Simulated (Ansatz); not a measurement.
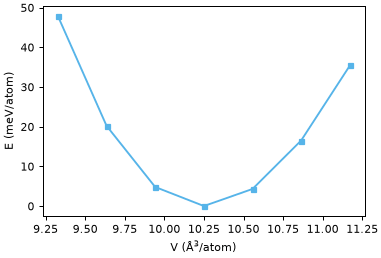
*TiB2 (MoSi2 or CaC2 type, I4/mmm) under volume change, PBE (plane waves, PAW; program Ansatz), shape and atoms relaxed at each volume.*

Task: What does a third-order Birch–Murnaghan fit give for V₀, B₀ and B′?

Result: V₀ = 10.25 Å³/atom, B₀ = 158 GPa, B′ = 4.0.

A made-up cell: these elements were put on the sites of a structure type; neither database checked (COD, Materials Project) lists it. It is not the phase usual at ambient conditions (space group No. 191). Symmetry was held in the PBE relaxation; whether a distortion lowers the energy is not shown. No spin polarisation was allowed.

Potentials: the earlier of the program's two PAW sets.
